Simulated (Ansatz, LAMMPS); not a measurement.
# Structural relaxation of amorphous HfO2 at 7.65 g/cm^3 (78 atoms), part 4 of 4

Wanted: the relaxed structure of amorphous HfO2 at 7.65 g/cm^3 (78 atoms) and its electronic structure.

Ansatz 0.2.0; Kohn-Sham DFT, PBE, PAW (set soft_2), plane waves.

The cell: 26 Hf and 52 O. The quench rate of 50 K/ps far exceeds what a furnace or splat quench reaches. The network of bonds at the start is that of the classical potential that made the cell. Only the Γ point is sampled in the main run, in a cell whose shortest periodic width is 11 Å. No spin–orbit coupling is included.

So far. Step 4 (Relaxation): The relaxation changed the energy by -35.0 meV/atom, and atoms moved by 0.32 Å r.m.s., 1.7 Å at most. Step 7 (K-mesh 2×2×2): Forces differ from those of the single point at the relaxed geometry by 11 meV/Å r.m.s.; the energy by -1.2 meV/atom and the gap by -0.033 eV. It took 5.2 min and 11 cycles; the reference's time can't be set against it, since the two runs asked for unlike analyses.

## Step 8: Functional HSE06

HSE06 mixes in a quarter of exact exchange at short range, which counters self-interaction, at a higher cost.

This step: Kohn-Sham DFT, HSE06, PAW (set soft_2), plane waves (Ansatz 0.2.0).

The input, input.yaml:

```yaml
crystal:
  lattice:
    - [10.5908, 0.0, 0.0]
    - [0.0, 10.5908, 0.0]
    - [0.0, 0.0, 10.5908]
  atoms:
    [... the 78 atom lines of step 6 ...]
kpoints:
  mp_grid: { grid: [1, 1, 1] }
hamiltonian:
  xc: hse06
scf:
  occupations: { method: fermi_dirac, width: 0.025 }
output:
  forces: true
  stress: true
  populations: true
  dos:
    method: { smearing: { sigma: 0.08 } }
    de: 0.05
    projected: { site_lists: { Hf: [Hf], O: [O] } }
  eigenvalues: true
```

On the command line:

```console
$ ansatz run input.yaml --threads 4 --pin off --max-ram 8192MiB --backend cpu --events-out ev --progress --plain --runs-dir out
```

Numbers of over 12 decimals in the logs are rounded to 6 here.

The program printed:

```text
Warning: output.stress: scf.convergence.dr2_threshold = 1e-7 eV (the SCF's general default) is looser than the 1.6e-9 eV advised for a printed stress (1e-10 eV for each atom of the cell: 78, of which 16 are counted). What an SCF threshold leaves in a stress goes as its square root, and in the free energy as the threshold itself, and one threshold admits the most on a small cell: [...]
Warning: output.stress: scf.exx.energy_threshold = 1e-6 eV is looser than the 1.6e-7 eV advised for a stress under a hybrid functional (1e-8 eV for each atom of the cell: 78, of which 16 are counted). Every SCF of the exchange loop can meet its threshold on dr2 while the loop round them stops early: [...]
exact exchange: scf.exx.singularity resolves to wigner_seitz, which cuts the screened interaction at the faces of the exchange supercell's Wigner-Seitz cell, so that each pair interacts once, at the shortest of its separations (the periodic images that this leaves out come, [...]
[...]
Crystal: 78 atoms, lattice volume = 1187.918 Å³
Basis set: ecut = 420 eV, 23127 PW (Γ), exchange–correlation on 144×144×144 points (8 copies of the dense FFT grid, shifted against one another)
Bands: 593, of which v1, the nominal top of the filled ones, is band 494 counted from 1 (493 counted from 0)
Symmetry: 1 space group operations
[...]
k-points: 1
[...]
SCF iter   1: F=—  HF=-438387.905062 eV  |F-HF|=—  |Δ(HF+E_count)|=         —  Δρ=3.76e-3  dr2=1.73e-1  ethr=1.77e-3  ⟨swp⟩=6.0  Hψ=2405  notcnv=0
[...]
SCF iter   5: F=-438387.923881 eV  HF=-438387.923815 eV  |F-HF|=6.62e-5  |Δ(HF+E_count)|=   9.75e-4  Δρ=1.78e-4  dr2=2.64e-4  ethr=2.54e-8  ⟨swp⟩=5.0  Hψ=2507  notcnv=0  defer=3
SCF 1 stopped early in 5 iterations: F = -438387.923881 eV  dr2 = 2.64e-4
[...]
Exchange kernel: α = 0.2500, screened, ω = 0.2079 Å⁻¹, Wigner–Seitz truncation, v(0) = 932.2962 eV·Å³, q-mesh 1×1×1, nearest image of the exchange supercell L = 10.59 Å, pair-density grid 54×54×54, without the augmentation charges, whose exchange is taken in its separable form (sized by the pseudopotential files, [...]
Frozen-core exchange: fock
SCF iter   1: F=—  HF=-438389.792990 eV  |F-HF|=—  |Δ(HF+E_count)|=         —  Δρ=1.05e-2  dr2=1.69e0  ethr=2.68e-7  ⟨swp⟩=8.0  Hψ=3214  notcnv=0
[...]
SCF iter   7: F=—  HF=-438388.657153 eV  |F-HF|=—  |Δ(HF+E_count)|=   5.61e-3  Δρ=2.39e-4  dr2=5.43e-4  ethr=4.37e-8  ⟨swp⟩=5.0  Hψ=1871  notcnv=0
SCF iter   8: F=-438388.656948 eV  HF=-438388.656976 eV  |F-HF|=2.74e-5  |Δ(HF+E_count)|=   1.78e-4  Δρ=5.60e-5  dr2=4.86e-5  ethr=4.37e-8  ⟨swp⟩=4.0  Hψ=1458  notcnv=0
SCF 2 stopped early in 8 iterations: F = -438388.656948 eV  dr2 = 4.86e-5
  Residual-converged pass: ⟨swp⟩=4.0  Hψ=1739  notcnv=0  max |occ|·‖R‖ = 5.7e-6 eV (tolerance 6.7e-6 eV)  dr2=4.99e-5  dr2_onsite=7.92e-6  max |Δocc| = 0.0e0
[...]
hybrid outer 1: dexx = +5.136e-1 eV, tail = 1.29e-2 eV
[...]
Frozen-core exchange: fock
SCF iter   1: F=—  HF=-438388.630799 eV  |F-HF|=—  |Δ(HF+E_count)|=         —  Δρ=1.26e-4  dr2=1.23e-4  ethr=6.54e-6  ⟨swp⟩=11.0  Hψ=1245  notcnv=0
[...]
SCF iter   8: F=—  HF=-438388.630920 eV  |F-HF|=—  |Δ(HF+E_count)|=   1.41e-7  Δρ=1.34e-6  dr2=1.64e-8  ethr=7.38e-12 (applied; sched 1.00e-12)  ⟨swp⟩=6.0  Hψ=1254  notcnv=0
SCF iter   9: F=-438388.630920 eV  HF=-438388.630920 eV  |F-HF|=4.07e-10  |Δ(HF+E_count)|=   4.66e-9  Δρ=2.70e-7  dr2=7.41e-10  ethr=1.34e-11 (applied; sched 1.00e-12)  ⟨swp⟩=2.0  Hψ=1088  notcnv=0
SCF 3 converged in 9 iterations: F = -438388.630920 eV  dr2 = 7.41e-10
[...]
hybrid outer 2: dexx = +6.459e-5 eV, tail = 1.69e-6 eV, Δε = 1.21e-2 eV (about 3.29e-4 eV left of the loop's levels), ΔF = 1.36e-2 eV/Å (tail 2.90e-3)
[...]
Frozen-core exchange: fock
SCF iter   1: F=—  HF=-438388.630912 eV  |F-HF|=—  |Δ(HF+E_count)|=         —  Δρ=3.16e-6  dr2=9.29e-8  ethr=8.53e-10  ⟨swp⟩=20.0  Hψ=1850  notcnv=2
[...]
SCF iter   2: F=-438388.630912 eV  HF=-438388.630912 eV  |F-HF|=4.60e-9  |Δ(HF+E_count)|=   1.78e-8  Δρ=1.07e-6  dr2=9.47e-9  ethr=2.01e-11 (applied; sched 8.35e-12)  ⟨swp⟩=4.0  Hψ=1630  notcnv=0
SCF 4 converged in 2 iterations: F = -438388.630912 eV  dr2 = 9.47e-9
[...]
hybrid SCF converged: 3 outer / 19 inner (+5 warm-up), last move |dexx| = 3.22e-8 eV, tail = 2.45e-8 eV
Stability not checked: this state was not tested for a lower state beside it, because the functional holds exact exchange (a hybrid, or Hartree-Fock), whose exchange loop this test does not read (fock_operator; see scf.lower_state_search)
Free energy (F): -438388.630912 eV
Frozen-core exchange: fock
[...]
Internal energy: -438388.630912 eV  (E = F + TS)
E sigma→0 (E₀):  -438388.630912 eV
Fermi energy:    10.782110 eV
[...]
Σ components = -438388.630912   (vs F -438388.630912, Δ=5.82e-11)
--- Forces (eV/Å), atoms counted from 1 ---
  atom   1  Hf    -0.01041456    -0.06147647     0.16588182
  atom   2  Hf     0.08149291     0.15500515    -0.00659130
  atom   3  Hf     0.07847483    -0.09093430     0.02228503
  atom   4  Hf    -0.02153211    -0.12581032     0.05779842
[...]
atom  78  O     -0.09120928     0.02728142     0.13635828
  max |Σ_I F_I| component: 2.78e-4 eV/Å
--- Stress (GPa, compression-positive) ---
       -8.124773      -1.247472      -0.429885
       -1.247472     -10.693159       0.447321
       -0.429886       0.447321      -9.250537
  P = ⅓ Tr σ = -9.3562 GPa (-93.562 kbar)
--- Band table (eV) ---
[...]
--- Löwdin populations: 78 sites ---
  site symbol       q [e]
     0     Hf     24.3967
     1     Hf     24.4209
     2     Hf     24.3871
[...]
77      O      6.7963
  spilling = 0.003065 (of n_electrons = 988.000000)
```

Wall time 9.2 min (4 threads of Arm Neoverse V2, shared host); peak memory 5.1 GiB; 36 min of CPU time.

The program notes that the exchange threshold is loose for the stress and the SCF threshold is loose for the stress.

Geometry and reference: those of the single point at the relaxed geometry.

Forces differ from those of the single point at the relaxed geometry by 107 meV/Å r.m.s.; the pressure by -4.0 GPa and the gap by +1.5 eV. It took 9.2 min and 24 cycles; the reference's time can't be set against it, since the two runs asked for unlike analyses.

The run gave:

| Quantity | Value |
| --- | --- |
| free energy | -438388.6309 eV |
| free energy per atom | -5620.3671 eV/atom |
| SCF cycles | 24 |
| pressure | -9.356 GPa |
| r.m.s. force component | 0.1116 eV/Å |
| longest force | 0.4917 eV/Å |
| Fermi energy | 10.78 eV |
| gap (highest filled to lowest empty level) | 5.223 eV |
| spilling of the projection | 0.003065 |

Length of the force by element and coordination:

```csv
element,coordination,atoms,mean length of the force (eV/Å),spread,least,most
Hf,all,26,0.176,0.0743,0.0579,0.371
Hf,5,8,0.199,0.0748,0.106,0.314
Hf,6,16,0.173,0.0707,0.0839,0.371
Hf,7,2,0.108,0.0497,0.0579,0.157
O,all,52,0.181,0.0711,0.0601,0.492
O,2,9,0.223,0.125,0.101,0.492
O,3,40,0.171,0.0505,0.0601,0.268
O,4,3,0.193,0.0179,0.170,0.214
```

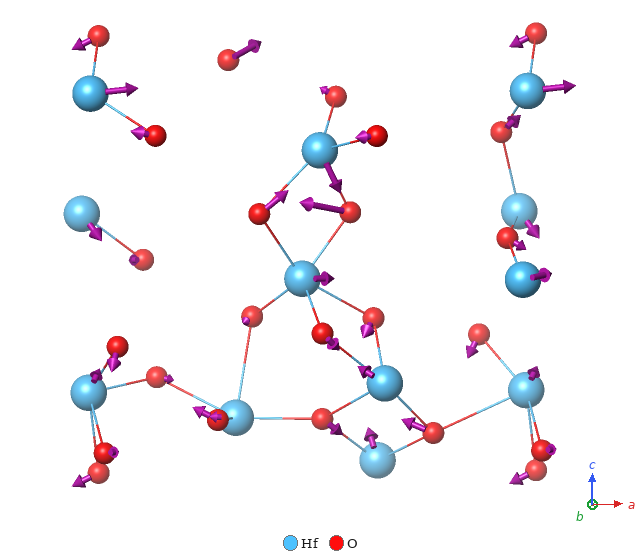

Forces as arrows; the longest in the cell is 0.492 eV/Å. Drawn is a slice 5 Å thick, seen along the normal of the ac plane. Bonds to atoms that aren't drawn are left out.

Löwdin charges by element and coordination (they lack the spilled electrons, 0.039 e an atom on average):

```csv
element,coordination,atoms,mean charge (e),spread,least,most
Hf,all,26,1.62,0.0284,1.56,1.68
Hf,5,8,1.61,0.0304,1.56,1.67
Hf,6,16,1.62,0.0279,1.58,1.68
Hf,7,2,1.63,0.0206,1.60,1.65
O,all,52,-0.751,0.0297,-0.800,-0.671
O,2,9,-0.712,0.0229,-0.745,-0.671
O,3,40,-0.756,0.0236,-0.797,-0.708
O,4,3,-0.786,0.0151,-0.800,-0.765
```

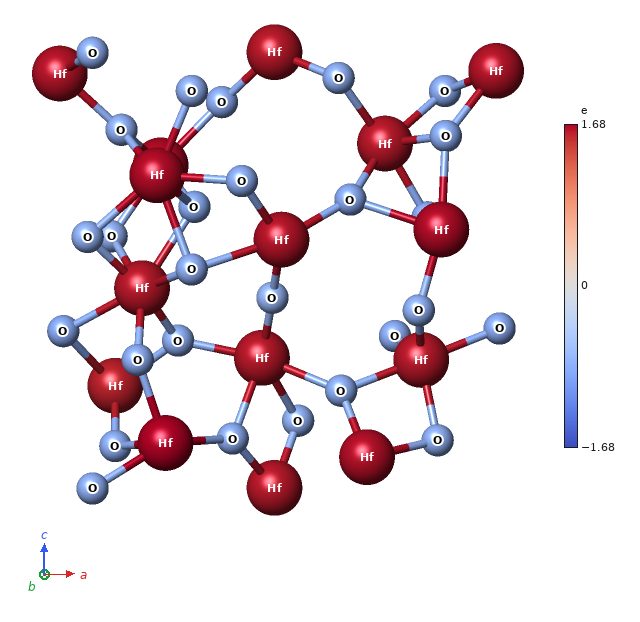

Atoms coloured by Löwdin charge. Drawn is a slice 5 Å thick, seen along the normal of the ac plane.

States in the cell by windows of 1 eV, zero at the Fermi level; the larger projections on atomic orbitals stand beside the total:

```csv
from (eV),to (eV),total,O p,Hf d
-10,-8,0.0,0.0,0.0
-8,-7,24.5,17.5,4.8
-7,-6,63.8,46.7,14.0
-6,-5,65.3,51.3,11.1
-5,-4,71.8,62.1,7.0
-4,-3,71.0,65.3,3.8
-3,-2,15.6,14.7,0.5
-2,2,0.0,0.0,0.0
2,3,4.7,0.3,2.8
3,4,36.7,3.2,30.0
4,5,58.4,6.3,45.5
```

Between -26 and -10 eV lie 468 more states.

About 208 of the 988 electrons lie in deeper levels, below the stored range.

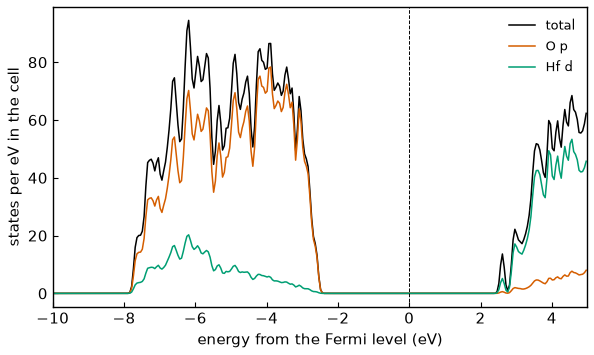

Total and projected density of states, with the broadening of the input.

The levels nearest the highest filled one (over half full), pooled over k-points and spins:

```csv
level less the highest filled one (eV),occupation
-0.320,2
-0.257,2
-0.230,2
-0.188,2
-0.112,2
0,2
5.22,0
5.53,0
5.61,0
5.72,0
5.84,0
5.93,0
```

## Step 9: Functional r2SCAN (500 eV)

The meta-GGA r2SCAN uses the kinetic energy density as well as the density and its gradient. Besides, the cutoff goes from 420 to 500 eV.

This step: Kohn-Sham DFT, r2SCAN, PAW (set soft_2), plane waves (Ansatz 0.2.0).

input.yaml, as its differences from that of step 8:

```diff
@@ -10,3 +10,3 @@
 hamiltonian:
-  xc: hse06
+  xc: r2scan
 scf:
```

The program printed:

```text
[...]
Crystal: 78 atoms, lattice volume = 1187.918 Å³
Basis set: ecut = 500 eV, 30095 PW (Γ), exchange–correlation on 320×320×320 points (64 copies of the dense FFT grid, shifted against one another)
Bands: 593, of which v1, the nominal top of the filled ones, is band 494 counted from 1 (493 counted from 0)
Symmetry: 1 space group operations
[...]
k-points: 1
[...]
SCF iter   1: F=—  HF=-438765.331548 eV  |F-HF|=—  |Δ(HF+E_count)|=         —  Δρ=1.08e-2  dr2=1.39e0  dr2_τ=4.97e0  ethr=1.77e-3  ⟨swp⟩=6.0  Hψ=1854  notcnv=0  defer=72
[...]
SCF iter  10: F=—  HF=-438765.991919 eV  |F-HF|=—  |Δ(HF+E_count)|=   4.26e-7  Δρ=3.29e-6  dr2=1.80e-7  dr2_τ=1.23e-8  ethr=1.27e-10  ⟨swp⟩=2.0  Hψ=992  notcnv=0  defer=95
SCF iter  11: F=-438765.991919 eV  HF=-438765.991919 eV  |F-HF|=8.21e-9  |Δ(HF+E_count)|=   1.42e-7  Δρ=1.58e-6  dr2=4.03e-8  dr2_τ=2.37e-9  ethr=1.01e-11  ⟨swp⟩=11.0  Hψ=2571  notcnv=0
SCF 1 converged in 11 iterations: F = -438765.991919 eV  dr2 = 4.03e-8
[...]
SCF converged after 11 iterations
Free energy (F): -438765.991919 eV
[...]
Internal energy: -438765.991919 eV  (E = F + TS)
E sigma→0 (E₀):  -438765.991919 eV
Fermi energy:    10.938244 eV
[...]
Σ components = -438765.991919   (vs F -438765.991919, Δ=0.00e0)
--- Forces (eV/Å), atoms counted from 1 ---
  atom   1  Hf    -0.02632487    -0.03998996     0.12107892
  atom   2  Hf     0.02488227     0.08324648    -0.01459710
  atom   3  Hf     0.06525794    -0.06355147     0.02546442
  atom   4  Hf    -0.02637088    -0.05471359     0.04308957
[...]
atom  78  O     -0.03371565     0.06154140     0.07547757
  max |Σ_I F_I| component: 4.06e-5 eV/Å
--- Stress (GPa, compression-positive) ---
       -8.350826      -1.226347      -0.491346
       -1.226347     -10.852273       0.433388
       -0.491346       0.433388      -9.400606
  P = ⅓ Tr σ = -9.5346 GPa (-95.346 kbar)
--- Band table (eV) ---
[...]
--- Löwdin populations: 78 sites ---
  site symbol       q [e]
     0     Hf     24.4535
     1     Hf     24.4763
     2     Hf     24.4448
[...]
77      O      6.7711
  spilling = 0.002873 (of n_electrons = 988.000000)
```

Run time: 58 s. Hardware: 4 threads; peak memory 3.8 GiB; 3.8 min of CPU time.

Geometry and reference: those of the single point at the relaxed geometry.

Forces differ from those of the single point at the relaxed geometry by 72 meV/Å r.m.s.; the pressure by -4.2 GPa and the gap by +0.44 eV. It took 58 s and 11 cycles; the reference's time can't be set against it, since the two runs asked for unlike analyses.

## Step 10: Functional PBEsol

PBEsol restores the gradient expansion of exchange for slowly varying densities and usually gives shorter bonds in solids than PBE.

This step: Kohn-Sham DFT, PBEsol, PAW (set soft_2), plane waves (Ansatz 0.2.0).

input.yaml, as its differences from that of step 9:

```diff
@@ -10,3 +10,3 @@
 hamiltonian:
-  xc: r2scan
+  xc: pbesol
 scf:
```

The program printed:

```text
[...]
Crystal: 78 atoms, lattice volume = 1187.918 Å³
Basis set: ecut = 420 eV, 23127 PW (Γ), exchange–correlation on 144×144×144 points (8 copies of the dense FFT grid, shifted against one another)
Bands: 593, of which v1, the nominal top of the filled ones, is band 494 counted from 1 (493 counted from 0)
Symmetry: 1 space group operations
[...]
k-points: 1
[...]
SCF iter   1: F=—  HF=-434836.560809 eV  |F-HF|=—  |Δ(HF+E_count)|=         —  Δρ=1.43e-2  dr2=2.11e0  ethr=1.77e-3  ⟨swp⟩=5.0  Hψ=1830  notcnv=0  defer=71
[...]
SCF iter  10: F=—  HF=-434836.094447 eV  |F-HF|=—  |Δ(HF+E_count)|=   3.75e-7  Δρ=5.30e-6  dr2=4.12e-7  ethr=2.20e-10  ⟨swp⟩=2.0  Hψ=888  notcnv=0  defer=95
SCF iter  11: F=-434836.094447 eV  HF=-434836.094447 eV  |F-HF|=8.68e-8  |Δ(HF+E_count)|=   4.88e-7  Δρ=1.84e-6  dr2=6.23e-8  ethr=1.01e-11  ⟨swp⟩=11.0  Hψ=2752  notcnv=0
SCF 1 converged in 11 iterations: F = -434836.094447 eV  dr2 = 6.23e-8
[...]
SCF converged after 11 iterations
Free energy (F): -434836.094447 eV
[...]
Internal energy: -434836.094447 eV  (E = F + TS)
E sigma→0 (E₀):  -434836.094447 eV
Fermi energy:    10.901619 eV
[...]
Σ components = -434836.094447   (vs F -434836.094447, Δ=0.00e0)
--- Forces (eV/Å), atoms counted from 1 ---
  atom   1  Hf    -0.03873331     0.01876908     0.04313090
  atom   2  Hf    -0.02262844     0.08821899     0.01737967
  atom   3  Hf     0.12521153    -0.14674863     0.01490728
  atom   4  Hf     0.01159653    -0.01908536     0.06046396
[...]
atom  78  O     -0.05403107     0.04120065     0.04344362
  max |Σ_I F_I| component: 1.59e-4 eV/Å
--- Stress (GPa, compression-positive) ---
       -8.952531      -1.133428      -0.462868
       -1.133428     -11.497248       0.425913
       -0.462868       0.425913     -10.139692
  P = ⅓ Tr σ = -10.1965 GPa (-101.965 kbar)
--- Band table (eV) ---
[...]
--- Löwdin populations: 78 sites ---
  site symbol       q [e]
     0     Hf     24.5791
     1     Hf     24.6020
     2     Hf     24.5717
[...]
77      O      6.7087
  spilling = 0.002837 (of n_electrons = 988.000000)
```

Run time: 29 s. Hardware: 4 threads; peak memory 2 GiB; 1.9 min of CPU time.

Geometry and reference: those of the single point at the relaxed geometry.

Forces differ from those of the single point at the relaxed geometry by 78 meV/Å r.m.s.; the pressure by -4.8 GPa and the gap by -0.086 eV.

## Step 11: What each setting buys

Differences are against the single point at the relaxed geometry (Kohn-Sham DFT, PBE, PAW (set soft_2), plane waves), whose r.m.s. force component is 0.0133 eV/Å. Energies are set beside the reference only for runs with its functional, potentials and electron count. Times are for 4 threads of Arm Neoverse V2, shared host. The reference's time includes grids, which some other runs skip.

```csv
run,"Δ force, r.m.s. (meV/Å)",Δ energy (meV/atom),Δ pressure (GPa),Δ gap (eV),cycles,time,host memory (GiB)
reference,-,-,-,-,11,36 s,2.0
k-mesh 2×2×2,11.4,-1.23,0.0061,-0.0334,11,5.2 min,6.3
functional HSE06,107,-,-3.98,1.49,24,9.2 min,5.1
functional r2SCAN (500 eV),71.6,-,-4.16,0.439,11,58 s,3.8
functional PBEsol,78.1,-,-4.82,-0.0863,11,29 s,2.0
```

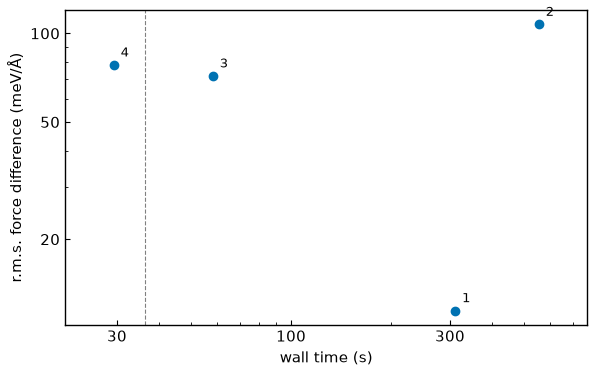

Force difference from the reference against wall time; the dashed line marks the reference's time. Points: 1 k-mesh 2×2×2; 2 functional HSE06; 3 functional r2SCAN (500 eV); 4 functional PBEsol.

## Step 12: Outcome

```json
{"energy change in the relaxation": "-34.99 meV/atom", "r.m.s. displacement": "0.315 Å", "largest displacement": "1.711 Å", "free energy per atom": "-5620.3566 eV/atom", "pressure": "-5.377 GPa", "r.m.s. force component": "0.01332 eV/Å", "gap (highest filled to lowest empty level)": "3.735 eV", "wall time of the 7 DFT runs": "23 min"}
```

What this shows: Relaxation lowers the energy by 35.0 meV/atom and moves atoms by 0.32 Å r.m.s.; the r.m.s. force component goes from 0.55 to 0.013 eV/Å. By the final cutoffs 2 of 150 bonded pairs parted and 2 joined. The energy was still falling by growing amounts at the end, so a soft direction may be left unrelaxed. First to last step the energy falls by 2.729 eV; the largest move, 1.71 Å, is that of O62. The O-Hf bonds go from 2.141 Å (spread 0.075) to 2.139 Å (spread 0.139). Counting bonds as in the table, 62 % of Hf atoms have 6 and 77 % of O atoms have 3 bonded neighbours. Between filled and empty levels lie 3.73 eV (at Γ alone); a semilocal functional tends to put such gaps too low. In a disordered cell it changes from sample to sample, and tail or defect levels can set it.

Among the changes of functional, dispersion, potentials or spin, functional HSE06 moves the forces most, by 107 meV/Å r.m.s. The gap changes by +1.49 eV with HSE06.

**Limits.** The network of bonds at the start is that of the classical potential that made the cell; in DFT 2 of its 150 bonded pairs passed out of the cutoffs and 2 came within them. The pressure of -5.4 GPa means that a free cell would contract at this level.

[Logs are printed without paths, hosts, clocks, repeated set-up lines and the standing remarks that a program may print on its own settings, such as how far it seeks lower states.]

[Hosts, paths, dates, database ids (printed as entryN), source tags and the programs' standing remarks are cut or masked in the printed files.]
